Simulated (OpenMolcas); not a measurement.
# Single-point calculation, with input and output: MgO

MgO (magnesium oxide), multiplicity 3, SMILES [O]=[Mg], computed with CASPT2/6-31G* (OpenMolcas 26.06).

The geometry is that of the parent species in another charge or spin state. The geometry comes from this level: GFN2-xTB.

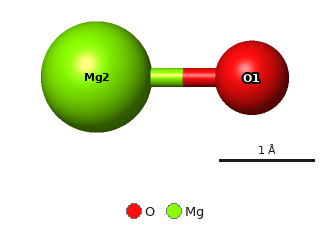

Fig. 1: The input geometry (ball-and-stick view, seen on its broad side; atoms are numbered from 1 in the order of the input). Sticks mark near contacts.

## The input
```
&GATEWAY
  Coord
  2
  angstrom
  O        0.000000       0.000000       0.000000
  Mg       0.000000       0.000000       1.641970
  Basis = 6-31G*
  Group = NoSym

&SEWARD

&RASSCF
  FileOrb = $CurrDir/step2.RasOrb
  Spin = 3
  Nactel = 10 0 0
  Inactive = 5
  Ras2 = 10
  OrbListing = Nothing
  OrbAppear = Compact

&CASPT2
  Imaginary = 0.2
```

Run as:
```bash
export MOLCAS_MEM=1860
pymolcas step4.input > step4.log
```

## Output
```
--- Start Module: gateway ---

                                              &GATEWAY

                       available to each process: 1.9 GB of memory, 1 thread

++    Symmetry information:
      ---------------------

                    Character Table for C1

                             E
                    a        1  x, y, xy, Rz, z, xz, Ry, yz, Rx, I
--

++    Basis set information:
      ----------------------

      Basis set label: O.6-31G**....

      Electronic valence basis set:
      ------------------
      Associated Effective Charge   8.000000 au
      Associated Actual Charge      8.000000 au
      Nuclear Model: Point charge

      Shell  nPrim  nBasis  Cartesian Spherical Contaminant
         s      10       3        X
         p       4       2        X
         d       1       1        X

      Basis set label: MG.6-31G**....

      Electronic valence basis set:
      ------------------
      Associated Effective Charge  12.000000 au
      Associated Actual Charge     12.000000 au
      Nuclear Model: Point charge

      Shell  nPrim  nBasis  Cartesian Spherical Contaminant
         s      16       4        X
         p      10       3        X
         d       1       1        X
--

++    Molecular structure info:
      -------------------------

                    ************************************************
                    **** Cartesian Coordinates / bohr, angstrom ****
                    ************************************************

     Center  Label                x              y              z                     x              y              z
        1      O1               0.000000       0.000000       0.000000              0.000000       0.000000       0.000000
        2      MG2              0.000000       0.000000       3.102874              0.000000       0.000000       1.641970
--

            Nuclear Potential Energy             30.93906235 au

--- Stop Module: gateway /rc=_RC_ALL_IS_WELL_ ---

--- Start Module: seward ---

                                              &SEWARD

                       available to each process: 1.9 GB of memory, 1 thread

               SEWARD will generate:
                  Multipole Moment integrals up to order  2
                  Kinetic Energy integrals
                  Nuclear Attraction integrals (point charge)
                  One-Electron Hamiltonian integrals
                  Velocity integrals
                  Orbital angular momentum around (  0.0000   0.0000   1.8615 )
                  Velocity quadrupole around (  0.0000   0.0000   1.8615 )
                  Two-Electron Repulsion integrals

                   Integrals are discarded if absolute value <: 1.00E-14
                   Integral cutoff threshold is set to       <: 1.00E-16

            Nuclear Potential Energy             30.93906235 au

      Basis set specifications :
      Symmetry species         a
      Basis functions           34

--- Stop Module: seward /rc=_RC_ALL_IS_WELL_ ---

--- Start Module: rasscf ---

                                              &RASSCF

                       available to each process: 1.9 GB of memory, 1 thread

      Header of the ONEINT file:
      --------------------------

      OrdInt status: non-squared

      Cartesian coordinates in angstrom:
      -----------------------------------------------------
      No.  Label        X            Y            Z
      -----------------------------------------------------
       1   O1         0.00000000   0.00000000   0.00000000
       2   MG2        0.00000000   0.00000000   1.64197000
      -----------------------------------------------------
      Nuclear repulsion energy =   30.93906235

++    Wave function specifications:
      -----------------------------

      Number of closed shell electrons          10
      Number of electrons in active shells      10
      Max number of holes in RAS1 space          0
      Max nr of electrons in RAS3 space          0
      Number of inactive orbitals                5
      Number of active orbitals                 10
      Number of secondary orbitals              19
      Spin quantum number                      1.0
      State symmetry                             1
--

++    Orbital specifications:
      -----------------------

      Symmetry species                           1
                                                 a
      Frozen orbitals                            0
      Inactive orbitals                          5
      Active orbitals                           10
      RAS1 orbitals                              0
      RAS2 orbitals                             10
      RAS3 orbitals                              0
      Secondary orbitals                        19
      Deleted orbitals                           0
      Number of basis functions                 34
--

++    CI expansion specifications:
      ----------------------------

      Number of CSFs                         29700
      Number of determinants                 44100
      Number of root(s) required                 1
      Root chosen for geometry opt.              1
      CI root used                               1

      highest root included in the CI            1
      max. size of the explicit Hamiltonian    200
--

++    Optimization specifications:
      ----------------------------

      RASSCF algorithm: Conventional
      Maximum number of macro iterations       200
      Maximum number of SX iterations          100
      Threshold for RASSCF energy            1.000E-08
      Threshold for max MO rotation          1.000E-01
      Threshold for max BLB element          1.000E-04
      Level shift parameter                  5.000E-01
      Make Quasi-Newton update
--

      The MO-coefficients are taken from the file:
      step2.RasOrb
      Title: RASSCF average (pseudo-natural) orbitals

      Total molecular charge    0.00

      ************************************************************************************************************************
      *                                            Wave function control section                                             *
      ************************************************************************************************************************

                                         RASSCF iterations: Energy and convergence statistics
                                         ----------------------------------------------------

          iter iter root      energy       change     param      element    value   shift minimum  type update hh:mm:ss
 Nr of preliminary CI iterations:   5
        1   1   13    1  -274.47741305    0.00E+00   3.17E-02    9  26 1 -2.31E-02*  0.19   0.00    SX    NO    0:00:00
        2   3   12    1  -274.48135408   -3.94E-03* -2.04E-02    9  26 1 -1.17E-02*  0.19   0.00    SX    NO    0:00:00
        3   3   12    1  -274.48225188   -8.98E-04*  1.28E-02    9  26 1 -6.78E-03*  0.20   0.00    SX    NO    0:00:00
        4   4   12    1  -274.48255685   -3.05E-04*  7.97E-03    9  26 1 -4.16E-03*  0.20   0.00    SX    NO    0:00:00
        5   4   12    1  -274.48267566   -1.19E-04*  1.13E-02    9  26 1 -2.61E-03*  0.20   2.50    LS   YES    0:00:00
        6   4   11    1  -274.48275441   -7.87E-05*  3.04E-03   11  34 1  9.80E-04*  0.21   1.26    QN   YES    0:00:00
        7   4   10    1  -274.48276209   -7.68E-06* -1.11E-03   11  34 1  5.54E-04*  0.21   1.33    QN   YES    0:00:00
        8   4   10    1  -274.48276359   -1.50E-06*  5.11E-04   11  34 1  1.78E-04*  0.21   1.32    QN   YES    0:00:00
        9  13   16    1  -274.49433785   -1.16E-02*  3.41E-02   10  31 1 -4.35E-02*  0.14  -0.50    QN   YES    0:00:00
       10   4   21    1  -274.49366454    6.73E-04*  2.49E-02   10  31 1 -4.91E-02*  0.15   0.02    SX   YES    0:00:00
       11   4   19    1  -274.49603705   -2.37E-03*  2.39E-02   10  31 1 -1.97E-02*  0.15   2.06    LS   YES    0:00:00
       12   4   18    1  -274.49688638   -8.49E-04*  1.88E-02    9  32 1  9.65E-03*  0.15   1.11    QN   YES    0:00:00
       13   4   16    1  -274.49722875   -3.42E-04*  1.08E-02   10  31 1  4.82E-03*  0.15   1.30    QN   YES    0:00:00
       14   4   15    1  -274.49727743   -4.87E-05*  4.41E-03   10  31 1  1.15E-03*  0.15   1.17    QN   YES    0:00:00
       15   3   13    1  -274.49728184   -4.41E-06* -1.07E-03    9  32 1 -2.78E-04*  0.15   1.21    QN   YES    0:00:00
       16   4   10    1  -274.49728258   -7.42E-07*  4.65E-04   10  31 1 -1.24E-04*  0.15   1.16    QN   YES    0:00:00
       17   3    9    1  -274.49728268   -9.93E-08*  2.68E-04   10  19 1 -4.75E-05   0.16   1.28    QN   YES    0:00:00
       18   3    7    1  -274.49728270   -1.79E-08* -1.01E-04    4  20 1  2.19E-05   0.16   1.31    QN   YES    0:00:00
       19   2    6    1  -274.49728270   -2.84E-09   2.43E-05   10  31 1  6.80E-06   0.15   1.16    QN   YES    0:00:00
      Convergence after 19 iterations
       20   1    6    1  -274.49728270   -2.35E-10   2.43E-05   10  31 1  2.03E-06   0.15   1.16    QN   YES    0:00:00

      ************************************************************************************************************************
                                                      Wave function printout:
                       occupation of active orbitals, and spin coupling of open shells (u,d: Spin up or down)
      ************************************************************************************************************************

      Note: transformation to natural orbitals
      has been made, which may change the order of the CSFs.

      printout of CI-coefficients larger than  0.05 for root  1
      energy=    -274.497283
      conf/sym  1111111111     Coeff  Weight
            11  22u22u0000  -0.98310 0.96648
           522  22u20u0002  -0.05249 0.00276
          1427  22u02u2000  -0.06696 0.00448
          1580  220u2udu00   0.05223 0.00273

      Natural orbitals and occupation numbers for root  1
      sym 1:   1.999961   1.987718   0.992086   1.975571   1.979133   1.000944   0.024050   0.009993   0.011319   0.019224

      ************************************************************************************************************************
      *                                                    Final results                                                     *
      ************************************************************************************************************************

++    Final optimization conditions:
      ------------------------------

      Average CI energy                            -274.49728270
      RASSCF energy for state  1                   -274.49728270
      Super-CI energy                                -0.00000000
      RASSCF energy change                            0.00000000
      Max change in MO coefficients              -2.810E-05
      Max non-diagonal density matrix element     2.434E-05
      Maximum BLB matrix element                  2.034E-06
      (orbital pair  10,  31 in symmetry   1)
      Norm of electronic gradient            4.068E-06
--

      Final state energy(ies):
      ------------------------

::    RASSCF root number  1 Total energy:   -274.49728270
      Von Neumann Entropy (Root   1) =  1.26442

      Mulliken population analysis for root number:  1
      -----------------------------------------------

++    Molecular charges:
      ------------------

      Mulliken charges per centre
      ---------------------------

                O1      MG2
      Total    8.6405 11.3595

      N-E     -0.6405  0.6405

      Total electronic charge=   20.000000

      Total            charge=   -0.000000
--

      Expectation values of various properties for root number:  1
      -----------------------------------------------------------

++    Molecular properties:
      ---------------------

      Charge (e):
                      =   -0.0000
      Dipole Moment (debye):
      Origin of the operator (angstrom)=    0.0000    0.0000    0.9851
                   X=  1.9489E-04               Y= -3.3728E-06               Z=  2.1580E+00           Total=  2.1580E+00
      Quadrupole Moment (debye*angstrom):
      Origin of the operator (angstrom)=    0.0000    0.0000    0.9851
                  XX= -1.3874E+01              XY= -2.7490E-02              XZ=  1.1652E-05              YY= -1.5462E+01
                  YZ= -1.9848E-07              ZZ= -2.2013E+01
      In traceless form (debye*angstrom)
                  XX=  4.8636E+00              XY= -4.1234E-02              XZ=  1.7478E-05              YY=  2.4810E+00
                  YZ= -2.9772E-07              ZZ= -7.3446E+00
--

      Mulliken spin population analysis for root number:  1
      ---------------------------------------------------

++    Molecular charges:
      ------------------

      Mulliken spin population per centre
      ---------------------------

                O1      MG2
      Total    0.9809  1.0191

      Total electronic spin=    2.000000
--

      Average orbitals are written to the RASORB file
      Natural orbitals for root   1 are written to the RASORB.1 file
      Spin density orbitals for root   1 are written to the SPDORB.1 file

--- Stop Module: rasscf /rc=_RC_ALL_IS_WELL_ ---
--- Module rasscf spent 5 seconds ---

--- Start Module: caspt2 ---

                                              &CASPT2

                       available to each process: 1.9 GB of memory, 1 thread

++    Wave function specifications:
      -----------------------------

      Number of closed shell electrons           4
      Number of electrons in active shells      10
      Max number of holes in RAS1 space          0
      Max number of electrons in RAS3 space      0
      Number of inactive orbitals                2
      Number of active orbitals                 10
      Number of secondary orbitals              19
      Spin quantum number                      1.0
      State symmetry                             1
      Number of CSFs                         29700
      Number of CASSCF root(s) available         1
      CASPT2 state passed to geometry opt.       1
      A file JOBMIX will be created
      This is a CASSCF or RASSCF reference function
--

++    Orbital specifications:
      -----------------------

      Symmetry species                           1
                                                 a
      Frozen orbitals                            3
      Inactive orbitals                          2
      Active orbitals                           10
      Secondary orbitals                        19
      Deleted orbitals                           0
      Number of basis functions                 34
--

++    CASPT2 specifications:
      ----------------------

      Type of calculation                        SS-CASPT2
      Fock operator                              state-specific
      IPEA shift                                 0.25
      Real shift                                 0.00
      Imaginary shift                            0.20
      The input orbitals will be transformed to quasi-canonical
--

--------------------------------------------------------------------------------
 Estimated memory requirements:
  POLY3 :                  5302200
  RHS:                      790422
  SIGMA :                   326000
  PRPCTL:                        0
 Available workspace:    232410060

++ CASPT2 computation for group   1

********************************************************************************
 Multi-State initialization phase begins for group   1
--------------------------------------------------------------------------------
********************************************************************************
 Compute H0 matrices for state    1
--------------------------------------------------------------------------------
--------------------------------------------------------------------------------
 H0 matrices have been computed.

********************************************************************************
  CASPT2 EQUATION SOLUTION
--------------------------------------------------------------------------------

  Total nr of CASPT2 parameters:
   Before reduction:       55676
   After  reduction:       55676

 Variance of |WF0>:       0.3398444093

 The contributions to the second order correlation energy in atomic units.
-----------------------------------------------------------------------------------------------------------------------------
  IT.      VJTU        VJTI        ATVX        AIVX        VJAI        BVAT        BJAT        BJAI        TOTAL       RNORM
-----------------------------------------------------------------------------------------------------------------------------
   1    -0.000030   -0.000028   -0.022526   -0.000281   -0.000277   -0.040674   -0.000674   -0.000801   -0.065290    0.011066
   2    -0.000031   -0.000029   -0.022782   -0.000287   -0.000280   -0.040878   -0.000679   -0.000806   -0.065771    0.002587
   3    -0.000031   -0.000028   -0.022772   -0.000285   -0.000278   -0.040867   -0.000678   -0.000803   -0.065742    0.000763
   4    -0.000031   -0.000028   -0.022762   -0.000285   -0.000278   -0.040861   -0.000677   -0.000803   -0.065724    0.000210
   5    -0.000031   -0.000028   -0.022762   -0.000285   -0.000278   -0.040862   -0.000677   -0.000803   -0.065726    0.000062
   6    -0.000031   -0.000028   -0.022764   -0.000285   -0.000278   -0.040862   -0.000677   -0.000803   -0.065727    0.000016
   7    -0.000031   -0.000028   -0.022763   -0.000285   -0.000278   -0.040862   -0.000677   -0.000803   -0.065727    0.000005
   8    -0.000031   -0.000028   -0.022763   -0.000285   -0.000278   -0.040862   -0.000677   -0.000803   -0.065727    0.000001
-----------------------------------------------------------------------------------------------------------------------------

  FINAL CASPT2 RESULT:

      Reference energy:        -274.4972826991
      E2 (Non-variational):      -0.0657271520
      Shift correction:          -0.0001929644
      E2 (Variational):          -0.0659201164
      Total energy:            -274.5632028155
      Residual norm:              0.0000004298
      Reference weight:           0.98394

      Contributions to the CASPT2 correlation energy
      Active & Virtual Only:         -0.0636252007
      One Inactive Excited:          -0.0009926858
      Two Inactive Excited:          -0.0011092655

++ Denominators, etc.
--------------------------------------------------------------------------------------------------------------
 Report on small energy denominators, large coefficients, and large energy contributions.
CASE  SYMM ACTIVE-MIX  NON-ACTIVE INDICES          DENOMINATOR     RHS VALUE       COEFFICIENT     CONTRIBUTION
ATVX     1  Mu1.0001  Se1.016                       0.19801973     -0.00000052      0.00000146     -0.00000000
ATVX     1  Mu1.0002  Se1.016                       0.28215539      0.00051962     -0.00154075     -0.00000080
ATVX     1  Mu1.0001  Se1.017                       0.21726333     -0.00000000      0.00000000     -0.00000000
ATVX     1  Mu1.0001  Se1.018                       0.25500795      0.00003237     -0.00028915     -0.00000001
ATVX     1  Mu1.0023  Se1.029                       3.38229408     -0.12117154      0.03568356     -0.00432383
BVATM    1  Mu1.0006  Se1.033 Se1.031               5.29886327     -0.15207319      0.02859027     -0.00434781
--

   (Skipping property calculation,
    use PROP keyword to activate)
--

  Total CASPT2 energies:
::    CASPT2 Root  1     Total energy:   -274.56320282

  A NEW JOBIPH FILE NAMED 'JOBMIX' IS PREPARED.
********************************************************************************
--- Stop Module: caspt2 /rc=_RC_ALL_IS_WELL_ ---
--- Module caspt2 spent 8 seconds ---

.##################.
.# Happy landing! #.
.##################.

    Timing: Wall=15.01 User=13.36 System=1.62
```

## Key numbers

| quantity | value |
| --- | --- |
| outcome | converged |
| total energy | −274.563203 hartree |
| CASSCF energy | −274.497283 hartree |
| basis functions | 34 |
| hardware | 1 thread of Intel Xeon (Emerald Rapids), 16 GiB of memory available, shared host |
| wall time | 15 s |
| peak memory | 0.37 GiB |
